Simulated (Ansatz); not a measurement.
```xyz
8

W     0.0455    0.1933    0.9768
F     0.9099   -1.4960    1.1848
H     1.2997    0.5486   -0.1251
F    -0.8656    1.6795    0.1993
H    -0.4989   -0.6320   -0.7062
H    -1.3463   -0.7125    0.5833
H     0.2514   -0.2751   -0.9074
F     0.2043    0.8242    2.7145
```

Core potentials replace the inner electrons of W.

The calculation used UKS PBE-D4/def2-SVP in Ansatz 0.2.0.

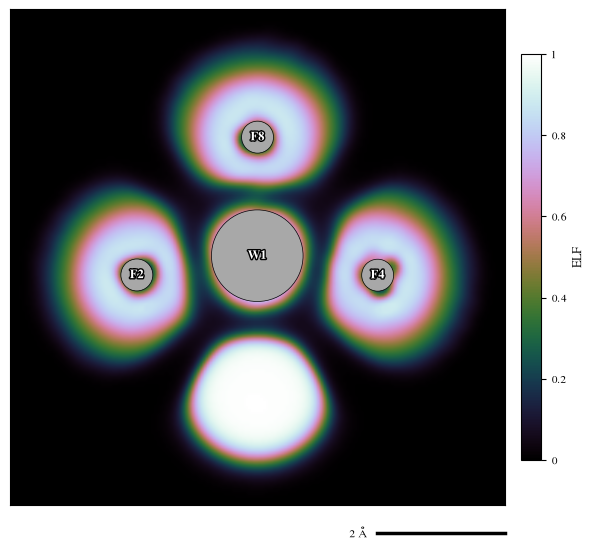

F3H4W (doublet). Electron localisation function on the plane of atoms F2, W1 and F4. Grey discs cover the atomic cores.

**Describe what can be read from this map.**

The section cuts through W and F sites.
W–F (1.86 Å): the ELF peaks at about 0.85 in the valence shell of F, 0.5 Å from its nucleus, and drops to about 0.25 between the two atoms.
W–F (1.91 Å): the ELF peaks at about 0.85 in the valence shell of F, 0.5 Å from its nucleus, and drops to about 0.20 between the two atoms.
